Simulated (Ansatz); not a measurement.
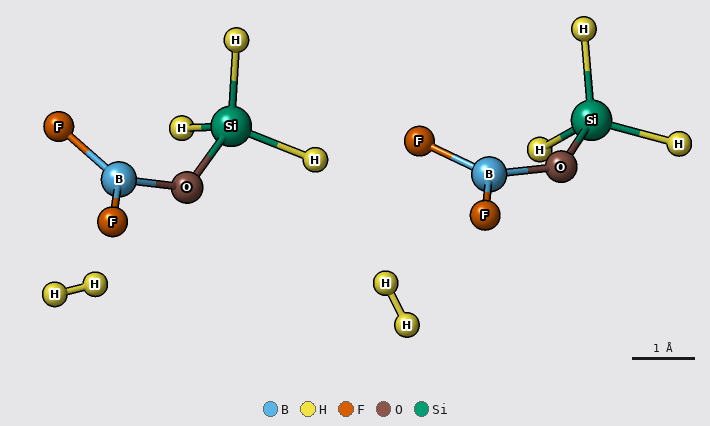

Two geometries of BSiH₅OF₂, drawn at one scale. One is the start of a relaxation, the other its converged end. A ball-and-stick model, seen from a free direction.

Method: RKS B3LYP/def2-SVP (Ansatz 0.2.0). (no spin polarisation; force threshold 0.03 eV/Å; at most 50 steps)

### Which of the two is the end point?

The right one is the relaxed one. The run prepares an end point of a later path (reaction) calculation, from a guessed geometry. The energy falls by 0.192 eV in 29 accepted moves (35 points after the start). The largest force component goes from 1.7 to 0.029 eV/Å. The line search rejected the trial steps at points 5, 11, 13, 16, 22, 27 of the run. The forces were under the threshold at step 24, but the run went on from there. The atom that moves furthest after the best rigid fit is an H atom (1.00 Å). By element the largest moves are H 1.00 Å, O 0.56 Å, F 0.36 Å, B 0.31 Å, Si 0.15 Å. Some distances before and after: H–H 0.718 → 0.761 Å, B–O 1.373 → 1.342 Å, B–F 1.328 → 1.333 Å. Groups turn about B–O by about 20°, O–Si by about 20°. Cost: 96 s on 2 threads of Arm Neoverse V1 (shared host), peak memory 0.2 GiB.
